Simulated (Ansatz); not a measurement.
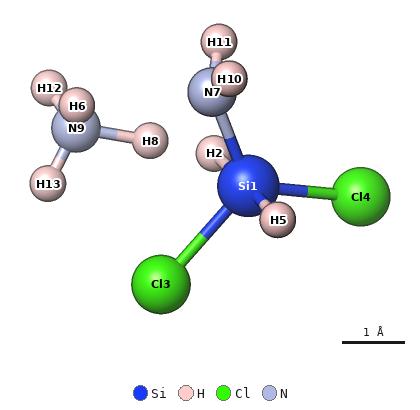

The structure as given in the input (ball-and-stick view, seen at a tilt; atoms are numbered from 1 in the order of the input). Bond lengths as drawn: Cl–Si 2.10 to 2.16 Å, H–N 1.01 to 1.24 Å, H–Si 1.49 to 1.68 Å and N–Si 1.75 Å.

# Two runs on SiN2H8Cl2

System: SiN2H8Cl2.
Method of the first run: RKS SPW92 (LDA)/def2-SVP (Ansatz 0.2.0).

The geometry comes from this level: PBE0-D4/def2-TZVP. Text and figures count atoms from 1; the logs count them from 0 in places.

Input file, the first run:
```yaml
crystal:
  periodic: [false, false, false]
  atoms:
    - {symbol: Si, position_ang: [-0.272388, 1.038699, 0.859272]}
    - {symbol: H, position_ang: [-0.025451, -0.608212, 1.048965]}
    - {symbol: Cl, position_ang: [-2.224225, 0.473183, 0.135767]}
    - {symbol: Cl, position_ang: [0.004189, 1.078399, 2.940534]}
    - {symbol: H, position_ang: [-0.578013, 2.489240, 0.703972]}
    - {symbol: H, position_ang: [0.170055, -0.841624, -1.566838]}
    - {symbol: N, position_ang: [1.065365, 0.973496, -0.263517]}
    - {symbol: H, position_ang: [-0.116371, -1.133485, 0.133283]}
    - {symbol: N, position_ang: [-0.244564, -1.589602, -1.011241]}
    - {symbol: H, position_ang: [1.415051, 1.873212, -0.561942]}
    - {symbol: H, position_ang: [1.836440, 0.360186, -0.038383]}
    - {symbol: H, position_ang: [0.211009, -2.477944, -1.181577]}
    - {symbol: H, position_ang: [-1.241197, -1.635648, -1.198396]}
basis:
  gaussian: {orbitals: def2-SVP}
hamiltonian: {xc: lda}
```

Command:
```bash
ansatz run in.yaml --threads 8 --pin off --events-out ev --progress --plain --max-ram 19148MiB
```

Hardware: 8 threads of Intel Xeon @ 2.50GHz, 180 GiB of memory available, shared host.

Output (the first run):
```
Functional definition: SPW92
  exchange = slater_x
  correlation = pw_c
1394 factors; their error is unknown
mean field evaluation 1: about -35871.8155 eV, gradient 7.8e1 eV
mean field evaluation 2: about -35836.6873 eV, gradient 1.4e2 eV
mean field evaluation 4: about -35883.8084 eV, gradient 1.1e1 eV
mean field evaluation 8: about -35884.0334 eV, gradient 1.1e-1 eV
mean field evaluation 16: about -35883.9497 eV, gradient 4.2e-4 eV
mean field -35883.94972274 eV, -1318.7108292958 hartree, gradient 2.0e-5 eV, S^2 0.000000; 0 other end points of the search recorded, 0 dependent functions left out
reference -35883.94975772 eV, -1318.7108305816 hartree; 35, 35 occupied and 87, 87 virtual orbitals, 1394 factors
Total energy: -35883.94975772 eV, -1318.7108305816 hartree
```

For the second run the input was changed thus:
```diff
-    - {symbol: Si, position_ang: [-0.272388, 1.038699, 0.859272]}
-    - {symbol: H, position_ang: [-0.025451, -0.608212, 1.048965]}
-    - {symbol: Cl, position_ang: [-2.224225, 0.473183, 0.135767]}
-    - {symbol: Cl, position_ang: [0.004189, 1.078399, 2.940534]}
-    - {symbol: H, position_ang: [-0.578013, 2.489240, 0.703972]}
-    - {symbol: H, position_ang: [0.170055, -0.841624, -1.566838]}
-    - {symbol: N, position_ang: [1.065365, 0.973496, -0.263517]}
-    - {symbol: H, position_ang: [-0.116371, -1.133485, 0.133283]}
-    - {symbol: N, position_ang: [-0.244564, -1.589602, -1.011241]}
-    - {symbol: H, position_ang: [1.415051, 1.873212, -0.561942]}
-    - {symbol: H, position_ang: [1.836440, 0.360186, -0.038383]}
-    - {symbol: H, position_ang: [0.211009, -2.477944, -1.181577]}
-    - {symbol: H, position_ang: [-1.241197, -1.635648, -1.198396]}
+    - {symbol: Si, position_ang: [-0.332069, 1.793906, 0.767692]}
+    - {symbol: H, position_ang: [-0.136328, -1.925439, 1.825930]}
+    - {symbol: Cl, position_ang: [-2.121450, 0.809262, 0.558942]}
+    - {symbol: Cl, position_ang: [0.481063, 1.104243, 2.536708]}
+    - {symbol: H, position_ang: [-0.572613, 3.232702, 0.975383]}
+    - {symbol: H, position_ang: [0.190556, -1.636600, -2.429800]}
+    - {symbol: N, position_ang: [0.577635, 1.502435, -0.613152]}
+    - {symbol: H, position_ang: [-0.224322, -2.656051, 1.696536]}
+    - {symbol: N, position_ang: [0.184566, -1.358085, -1.456339]}
+    - {symbol: H, position_ang: [1.414977, 2.033933, -0.789128]}
+    - {symbol: H, position_ang: [0.606920, 0.555988, -1.002864]}
+    - {symbol: H, position_ang: [0.706461, -2.052833, -0.936338]}
+    - {symbol: H, position_ang: [-0.775494, -1.403562, -1.133670]}
```

What does this change do to the results?

With the same method and basis, the second run lies 14.0 kcal/mol lower.

Output (the second run):
```
Functional definition: SPW92
  exchange = slater_x
  correlation = pw_c
1394 factors; their error is unknown
mean field evaluation 1: about -35870.4440 eV, gradient 8.4e1 eV
mean field evaluation 2: about -35819.4648 eV, gradient 1.6e2 eV
mean field evaluation 4: about -35884.2242 eV, gradient 1.4e1 eV
mean field evaluation 8: about -35884.6412 eV, gradient 1.9e-1 eV
mean field evaluation 16: about -35884.5575 eV, gradient 1.2e-4 eV
mean field -35884.55752470 eV, -1318.7331656059 hartree, gradient 1.9e-5 eV, S^2 0.000000; 0 other end points of the search recorded, 0 dependent functions left out
reference -35884.55756255 eV, -1318.7331669968 hartree; 35, 35 occupied and 87, 87 virtual orbitals, 1394 factors
Total energy: -35884.55756255 eV, -1318.7331669968 hartree
```

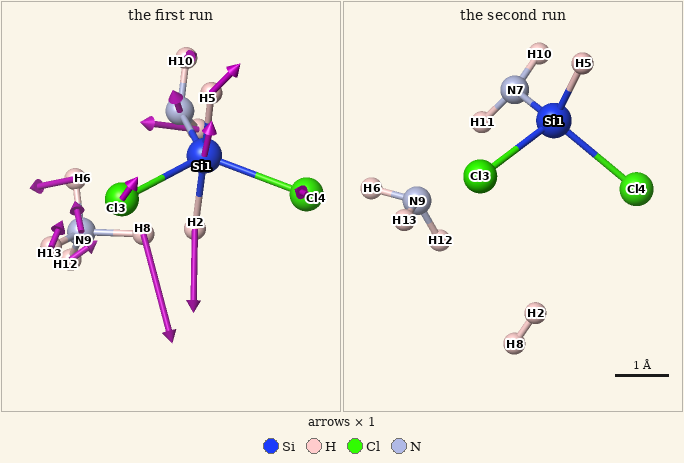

The two input geometries at one scale (ball-and-stick view, seen at an oblique angle). The pink arrows on the first give the shifts of the atoms after the best rigid fit, at true length. The largest move after the best rigid fit is that of H8, 2.16 Å. By element the largest moves are H 2.16 Å, Si 0.76 Å, N 0.75 Å, Cl 0.56 Å. Among the contacts that change: Si1–H2 1.676 → 3.872 Å, H8–N9 1.239 → 3.434 Å, H2–H8 1.060 → 0.747 Å, Si1–Cl3 2.157 → 2.053 Å.

The two runs side by side:

| quantity | the first run | the second run |
| --- | --- | --- |
| outcome | converged | converged |
| total energy (hartree) | −1318.710831 | −1318.733167 |
| basis functions | 122 | 122 |
| wall time (shared host) | 1.3 s | 0.9 s |
